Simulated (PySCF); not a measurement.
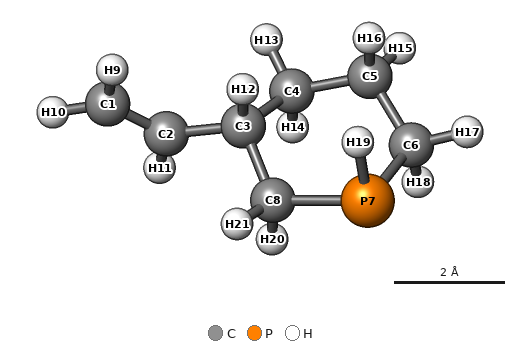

**Figure 1.** The input geometry of the first run (ball-and-stick view, seen at a tilt; atoms are numbered from 1 in the order of the input). Bond lengths as drawn: C–C 1.33 to 1.53 Å, C–H 1.09 to 1.11 Å, C–P 1.86 Å and H–P 1.43 Å.

# What a change does: NMR shielding calculation on C₇H₁₃P

System: C₇H₁₃P.
Method of the first run: GIAO PBE0/pcSseg-1 NMR shielding, non-relativistic, IEF-PCM methanol (PySCF 2.14.0).

The geometry comes from this level: PBE0-D3(BJ)/def2-SVP. Text and figures count atoms from 1; the logs count them from 0 in places.

### The input, the first run
```
{"job": {"kind": "nmr", "xc": "PBE0", "basis": "pcSseg-1", "solvent": "methanol", "pop": false}, "charge": 0, "multiplicity": 1}
C      3.093786     0.981750     0.104268
C      2.138848     0.062221    -0.039394
C      0.663368     0.330490    -0.016806
C     -0.016789    -0.461644     1.106639
C     -1.506269    -0.172846     1.258428
C     -2.324857    -0.518864     0.021298
P     -1.779672     0.313007    -1.551158
C      0.049703     0.019608    -1.387745
H      2.846262     2.036740     0.262836
H      4.154284     0.718940     0.069515
H      2.426425    -0.986617    -0.197644
H      0.513205     1.406923     0.185442
H      0.499083    -0.240823     2.054726
H      0.132373    -1.541944     0.921145
H     -1.895692    -0.732708     2.126229
H     -1.645155     0.896634     1.497248
H     -3.390824    -0.281202     0.168899
H     -2.282207    -1.604719    -0.177528
H     -1.773483     1.649282    -1.032036
H      0.218047    -1.042551    -1.643210
H      0.554882     0.601900    -2.175057
```

The first line tells a small driver script what to run in PySCF; the rest is the geometry in Å.

Launched with:
```bash
OMP_NUM_THREADS=1 python <driver script> task.json out
```

Hardware: 1 CPU thread, shared host.

### Output (the first run)
```
coarse grid: 17288 points
cycle   1  E = -615.2971213970  dE =  7.534e-01  |g| = 4.037e-01  |ddm| = 4.044e+00
cycle   2  E = -615.2907767897  dE =  6.345e-03  |g| = 4.428e-01  |ddm| = 8.235e-01
cycle   3  E = -615.3429078167  dE = -5.213e-02  |g| = 5.043e-02  |ddm| = 4.382e-01
cycle   4  E = -615.3434067259  dE = -4.989e-04  |g| = 2.434e-02  |ddm| = 7.565e-02
cycle   5  E = -615.3435474313  dE = -1.407e-04  |g| = 6.573e-03  |ddm| = 2.289e-02
cycle   6  E = -615.3435569293  dE = -9.498e-06  |g| = 2.611e-03  |ddm| = 6.995e-03
final grid: 160224 points
cycle   7  E = -615.3950226464  dE = -5.181e-05  |g| = 9.674e-03  |ddm| = 4.582e-02
cycle   8  E = -615.3950097666  dE =  1.288e-05  |g| = 1.212e-02  |ddm| = 1.895e-02
cycle   9  E = -615.3950470959  dE = -3.733e-05  |g| = 8.925e-04  |ddm| = 1.034e-02
cycle  10  E = -615.3950472822  dE = -1.862e-07  |g| = 2.731e-04  |ddm| = 1.002e-03
cycle  11  E = -615.3950472985  dE = -1.628e-08  |g| = 1.099e-04  |ddm| = 3.374e-04
cycle  12  E = -615.3950473014  dE = -2.917e-09  |g| = 2.939e-05  |ddm| = 1.161e-04
cycle  13  E = -615.3950473016  dE = -2.244e-10  |g| = 2.678e-06  |ddm| = 3.122e-05
converged SCF energy = -615.3950473016

GIAO shielding tensors (ppm)
atom      isotropic    diamagn.    paramagn.     s11        s22        s33       span
  0 C       65.094     254.146    -189.052    -44.501     84.734    155.049    199.549
  1 C       27.166     255.697    -228.531   -100.959     38.586    143.871    244.830
  2 C      135.407     246.026    -110.620    118.323    130.806    157.091     38.768
  3 C      149.698     248.115     -98.416    141.925    148.319    158.851     16.926
  4 C      154.437     245.945     -91.508    145.898    157.560    159.853     13.955
  5 C      164.610     250.974     -86.364    152.695    169.664    171.470     18.775
  6 P      407.794     965.028    -557.234    385.909    397.671    439.802     53.893
  7 C      158.267     251.422     -93.156    144.479    158.749    171.572     27.093
  8 H       25.851      31.225      -5.374     22.347     24.743     30.462      8.115
  9 H       26.012      27.596      -1.585     23.236     24.610     30.188      6.952
 10 H       25.250      31.224      -5.974     22.349     24.379     29.022      6.673
 11 H       29.379      34.238      -4.859     26.490     28.333     33.313      6.823
 12 H       29.757      31.774      -2.017     24.782     29.042     35.448     10.666
 13 H       30.099      32.309      -2.211     26.527     29.020     34.749      8.222
 14 H       29.169      29.147       0.023     23.789     27.319     36.400     12.611
 15 H       29.797      30.776      -0.979     26.317     27.952     35.121      8.804
 16 H       29.792      28.476       1.316     24.517     27.394     37.467     12.950
 17 H       29.975      29.962       0.013     26.045     27.758     36.122     10.078
 18 H       27.778      29.825      -2.047     24.863     25.960     32.511      7.648
 19 H       30.030      31.584      -1.554     26.084     28.956     35.052      8.968
 20 H       29.965      31.086      -1.121     24.620     29.034     36.242     11.621
```

For the second run the input was changed thus:
```diff
-"solvent": "methanol"
-"pop": false
+"solvent": "dimethylsulfoxide"
+"pop": true
```

Predict how the results change.

The total energy of the second run is 0.05 kcal/mol lower: the change of the electrostatic solvation energy at this fixed geometry, without cavity or dispersion terms. Of all shieldings, the largest change is that of P7, by +0.1 ppm. The number of SCF iterations is the same.

### Output (the second run)
```
coarse grid: 17288 points
cycle   1  E = -615.2972229764  dE =  7.533e-01  |g| = 4.036e-01  |ddm| = 4.044e+00
cycle   2  E = -615.2909395460  dE =  6.283e-03  |g| = 4.425e-01  |ddm| = 8.237e-01
cycle   3  E = -615.3429999433  dE = -5.206e-02  |g| = 5.027e-02  |ddm| = 4.373e-01
cycle   4  E = -615.3434954582  dE = -4.955e-04  |g| = 2.429e-02  |ddm| = 7.540e-02
cycle   5  E = -615.3436356777  dE = -1.402e-04  |g| = 6.526e-03  |ddm| = 2.284e-02
cycle   6  E = -615.3436450300  dE = -9.352e-06  |g| = 2.604e-03  |ddm| = 6.968e-03
final grid: 160224 points
cycle   7  E = -615.3951098611  dE = -5.182e-05  |g| = 9.667e-03  |ddm| = 4.580e-02
cycle   8  E = -615.3950970693  dE =  1.279e-05  |g| = 1.210e-02  |ddm| = 1.892e-02
cycle   9  E = -615.3951342810  dE = -3.721e-05  |g| = 8.906e-04  |ddm| = 1.031e-02
cycle  10  E = -615.3951344665  dE = -1.855e-07  |g| = 2.721e-04  |ddm| = 9.987e-04
cycle  11  E = -615.3951344827  dE = -1.616e-08  |g| = 1.096e-04  |ddm| = 3.362e-04
cycle  12  E = -615.3951344856  dE = -2.901e-09  |g| = 2.933e-05  |ddm| = 1.157e-04
cycle  13  E = -615.3951344858  dE = -2.217e-10  |g| = 2.682e-06  |ddm| = 3.127e-05
converged SCF energy = -615.3951344858

GIAO shielding tensors (ppm)
atom      isotropic    diamagn.    paramagn.     s11        s22        s33       span
  0 C       65.104     254.156    -189.051    -44.485     84.729    155.069    199.554
  1 C       27.133     255.697    -228.564   -101.008     38.511    143.897    244.905
  2 C      135.422     246.026    -110.604    118.361    130.811    157.095     38.734
  3 C      149.713     248.116     -98.403    141.948    148.322    158.868     16.920
  4 C      154.451     245.944     -91.493    145.927    157.572    159.854     13.927
  5 C      164.631     250.973     -86.342    152.728    169.685    171.479     18.752
  6 P      407.906     965.041    -557.136    385.946    397.870    439.900     53.955
  7 C      158.289     251.425     -93.137    144.506    158.769    171.592     27.087
  8 H       25.849      31.223      -5.375     22.347     24.740     30.459      8.113
  9 H       26.010      27.597      -1.587     23.235     24.608     30.186      6.951
 10 H       25.246      31.223      -5.977     22.345     24.374     29.018      6.673
 11 H       29.375      34.236      -4.860     26.486     28.330     33.310      6.824
 12 H       29.759      31.775      -2.016     24.783     29.044     35.450     10.667
 13 H       30.095      32.307      -2.212     26.523     29.015     34.747      8.223
 14 H       29.169      29.145       0.024     23.787     27.318     36.401     12.613
 15 H       29.795      30.774      -0.979     26.314     27.950     35.120      8.806
 16 H       29.792      28.474       1.318     24.514     27.393     37.468     12.955
 17 H       29.972      29.960       0.012     26.040     27.754     36.121     10.081
 18 H       27.775      29.828      -2.053     24.859     25.955     32.510      7.652
 19 H       30.026      31.583      -1.556     26.079     28.951     35.050      8.971
 20 H       29.967      31.089      -1.121     24.620     29.037     36.245     11.625
```

### The two runs side by side

```csv
quantity,the first run,the second run
outcome,converged,converged
total energy (hartree),−615.395047,−615.395134
HOMO (eV),−6.67,−6.68
LUMO (eV),0.28,0.28
dipole moment (D),1.79,1.80
shielding of C2 (ppm),27.2,27.1
shielding of C3 (ppm),135.4,135.4
shielding of C4 (ppm),149.7,149.7
shielding of C5 (ppm),154.4,154.5
shielding of C6 (ppm),164.6,164.6
shielding of P7 (ppm),407.8,407.9
shielding of C8 (ppm),158.3,158.3
SCF iterations,13,13
basis functions,208,208
wall time (shared host),65 s,81 s
```
